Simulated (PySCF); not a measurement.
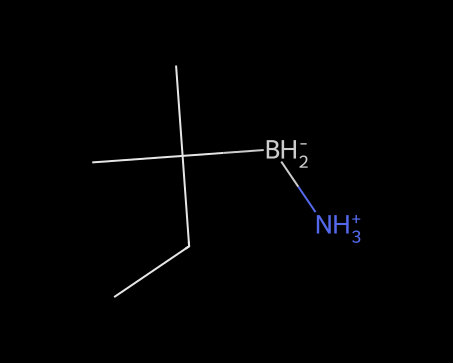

Skeletal drawing of a molecule.

Give its SMILES.

Answer. CCC(C)(C)[BH2-][NH3+]

What is the molecular formula?

Answer. C5H16BN.

An optimisation with PBE0-D3(BJ)/def2-SVP gave a structure of which point group?

Answer. C1. Other conformers may differ.

More results for the same structure follow; atom numbers are the same in all pictures, views and colours differ. The computed structure is the end point of a PBE0-D3(BJ)/def2-SVP optimisation. No frequency run is at hand to confirm it as a minimum.

**Geometry**

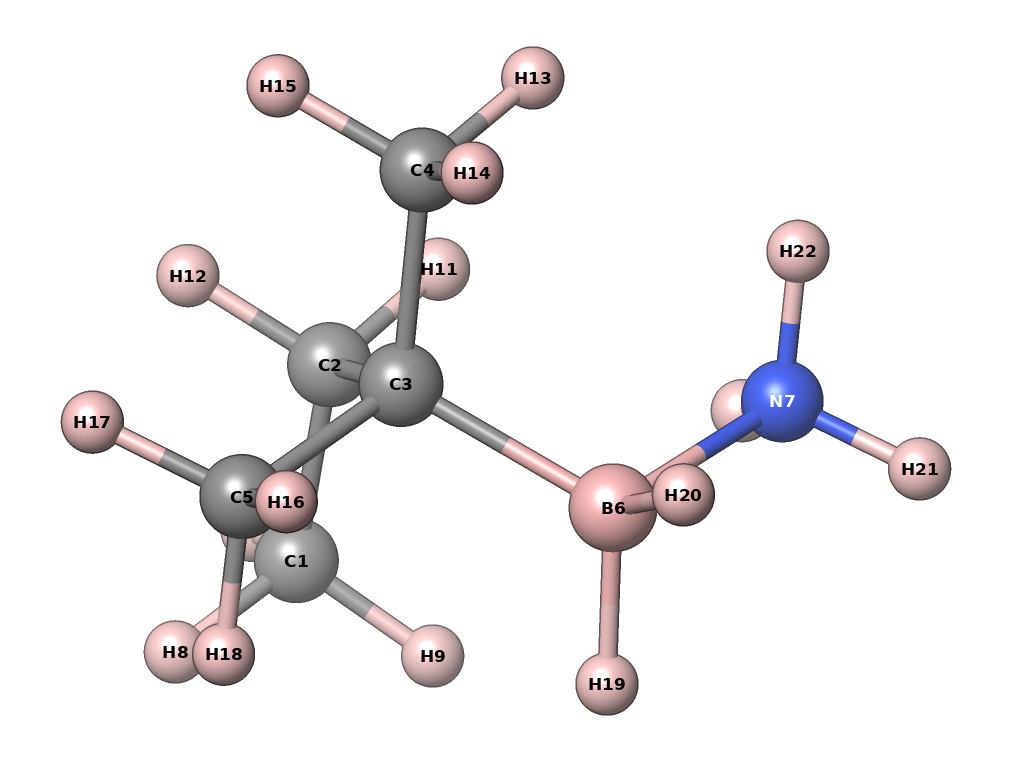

C2 lies behind C3. The molecule seen a little off the C3–C2 bond, C3 in front. Atoms fade into the background with distance from the viewer. No frequency run is at hand to confirm it as a minimum.

What is the torsion angle C4–C3–C2–C1? The sign is positive where the front bond must turn clockwise to cover the back bond.

Answer. 180°, antiperiplanar (anti). The bonds about C3–C2 are staggered.

**Electronic properties**

No frequency run is at hand to confirm it as a minimum. Level of theory: CAM-B3LYP/def2-SVPD in chloroform (IEF-PCM) (PySCF 2.14.0). Excitations: vertical, linear response.

Computed properties:

- dipole moment: 5.99 D
- HOMO energy (Kohn–Sham orbital): −8.37 eV
- LUMO energy (Kohn–Sham orbital): 1.00 eV
- HOMO–LUMO gap: 9.37 eV
- mean static polarisability: 112.4 bohr³
- lowest vertical singlet excitation: 6.71 eV
- its oscillator strength: 0.027
- brightest of the 6 lowest singlets: 7.64 eV
- its oscillator strength: 0.06

**Charges**

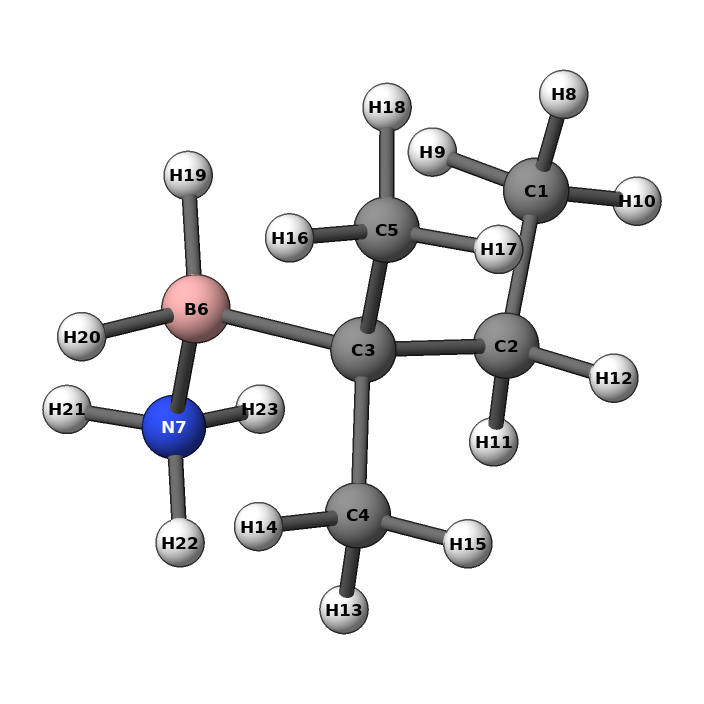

The questions are on Hirshfeld charges. No frequency run is at hand to confirm it as a minimum. Level of theory: PBE0/pcSseg-1 in chloroform (IEF-PCM) (PySCF 2.14.0).

Give the Hirshfeld charges atom by atom.

```json
{"atom": "C1", "value (e)": "−0.12"}
{"atom": "C2", "value (e)": "−0.07"}
{"atom": "C3", "value (e)": "−0.05"}
{"atom": "C4", "value (e)": "−0.12"}
{"atom": "C5", "value (e)": "−0.12"}
{"atom": "B6", "value (e)": "−0.04"}
{"atom": "N7", "value (e)": "−0.07"}
{"atom": "H8", "value (e)": "0.04"}
{"atom": "H9", "value (e)": "0.03"}
{"atom": "H10", "value (e)": "0.03"}
{"atom": "H11", "value (e)": "0.02"}
{"atom": "H12", "value (e)": "0.02"}
{"atom": "H13", "value (e)": "0.03"}
{"atom": "H14", "value (e)": "0.03"}
{"atom": "H15", "value (e)": "0.03"}
{"atom": "H16", "value (e)": "0.03"}
{"atom": "H17", "value (e)": "0.02"}
{"atom": "H18", "value (e)": "0.03"}
{"atom": "H19", "value (e)": "−0.12"}
{"atom": "H20", "value (e)": "−0.12"}
{"atom": "H21", "value (e)": "0.18"}
{"atom": "H22", "value (e)": "0.17"}
{"atom": "H23", "value (e)": "0.17"}
```

**NMR shielding**

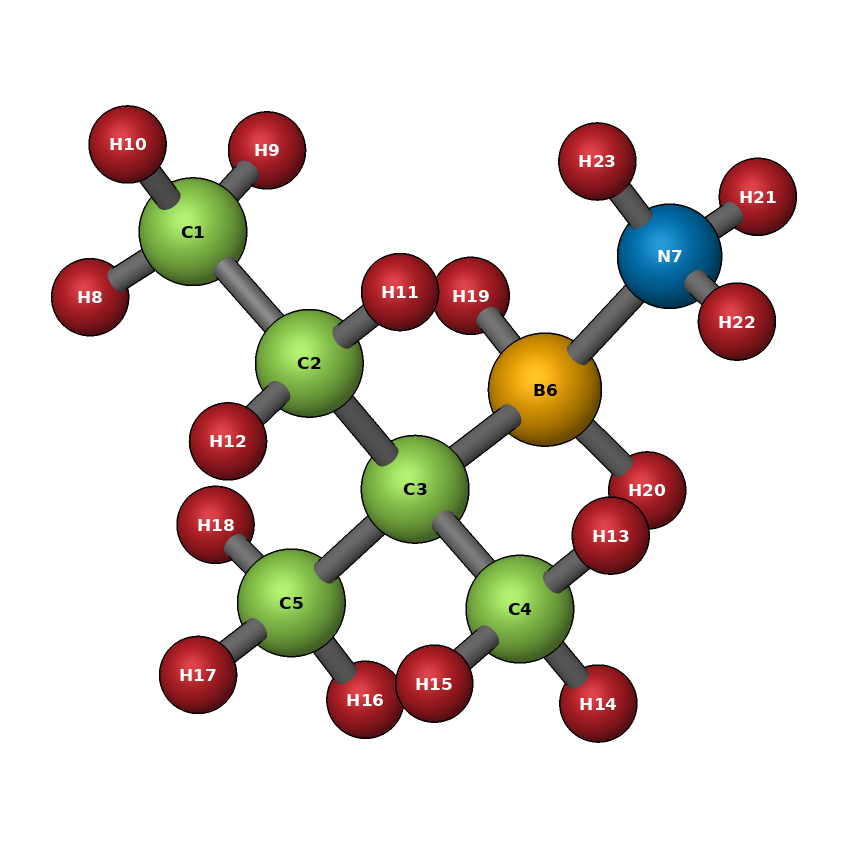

No frequency run is at hand to confirm it as a minimum. Level of theory: GIAO PBE0/pcSseg-1 NMR shielding, non-relativistic, IEF-PCM chloroform (PySCF 2.14.0). Principal shieldings σ11 ≤ σ22 ≤ σ33, span Ω = σ33 − σ11, skew κ = 3(σiso − σ22)/Ω.

Which C atom has the most anisotropic shielding?

Answer. C4, with a span of 59 ppm.

Give the shielding tensors of the C atoms.

```csv
atom,σ11,σ22,σ33,σiso,Ω,κ
C1,164.3,170.1,185.0,173.1,20.7,0.44
C2,132.8,141.1,172.2,148.7,39.4,0.58
C3,151.7,163.0,175.2,163.3,23.4,0.04
C4,127.8,141.9,186.9,152.2,59.1,0.52
C5,135.7,150.9,186.3,157.6,50.6,0.40
```

Shieldings and span in ppm.

**Quadrupole coupling**

No frequency run is at hand to confirm it as a minimum. Electric field gradients from the ground-state density, PBE0/pcSseg-1 in chloroform (IEF-PCM) (PySCF 2.14.0), non-relativistic apart from any core potentials.

Give the largest field-gradient component, the quadrupole coupling constant and the asymmetry for 11B at B6 (Q = 40.59 mb), 14N at N7 (Q = 20.44 mb).

| atom | V_zz (a.u.) | e²qQ/h (MHz) | η |
| --- | --- | --- | --- |
| B6 | 0.232 | 2.21 | 0.12 |
| N7 | −0.437 | −2.10 | 0.01 |
